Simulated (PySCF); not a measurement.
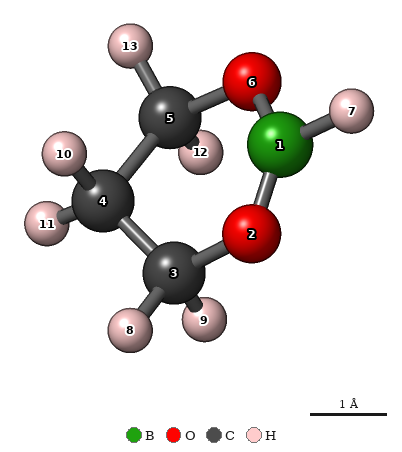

This is the input geometry for a relaxation of C₃H₇BO₂. The picture is a ball-and-stick view, seen at a tilt.

The start comes from GFN2-xTB. Its atoms were then displaced at random by about 0.03 Å.

Method: PBE0-D3(BJ)/def2-SVP geometry optimisation, gas phase (PySCF).

```xyz
13

B    -0.5267    1.5329    0.2278
O     0.7332    1.4226    0.1313
C     1.2101    0.1504   -0.1900
C     0.4277   -0.9453    0.2901
C    -1.0730   -0.7037   -0.3006
O    -1.5100    0.6452    0.0099
H    -0.9541    2.6732    0.4673
H     2.2886    0.0949    0.3209
H     1.4238    0.1105   -1.1908
H     0.2680   -0.9437    1.4215
H     0.6660   -1.9338    0.0008
H    -1.0439   -0.8185   -1.3381
H    -1.8877   -1.3359    0.1365
```

Predict the outcome.

The energy falls by 1.161 eV in 5 geometry steps. The largest moves after the best rigid fit, 0.11 Å, are those of B1 and C4. By element the largest moves are B 0.11 Å, C 0.11 Å, H 0.10 Å, O 0.03 Å. Near-neighbour distances that change, for instance: C4–C5 1.631 → 1.517 Å, C3–H8 1.195 → 1.101 Å, B1–O2 1.268 → 1.359 Å, C3–C4 1.429 → 1.517 Å. Among the angles between lasting bonds that change: C3–C4–H11 120.1° → 110.6°, O2–B1–O6 131.1° → 123.1°, C5–C4–H11 104.3° → 110.6°.

History of the run:

```
step  E − E(0), eV
   0        0.0000
   1       -1.0527
   2       -1.1332
   3       -1.1594
   4       -1.1605
   5       -1.1607
```

The structure at the end:

```xyz
13

B    -0.5848    1.6225    0.2184
O     0.7571    1.4274    0.1279
C     1.2727    0.1437   -0.1585
C     0.3214   -0.9464    0.2970
C    -1.0614   -0.6819   -0.2670
O    -1.4933    0.6293    0.0288
H    -0.9876    2.7279    0.4804
H     2.2496    0.0536    0.3413
H     1.4545    0.0659   -1.2455
H     0.2722   -0.9534    1.3992
H     0.6867   -1.9358   -0.0195
H    -1.0624   -0.8213   -1.3634
H    -1.8028   -1.3827    0.1476
```

The end point in the same view:

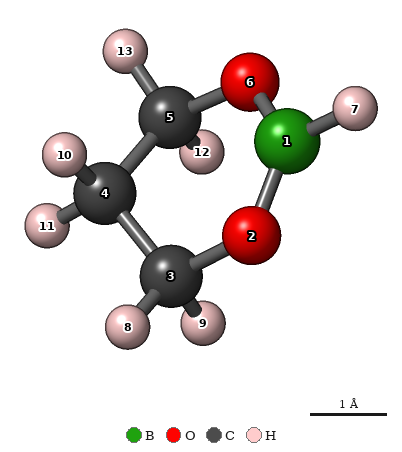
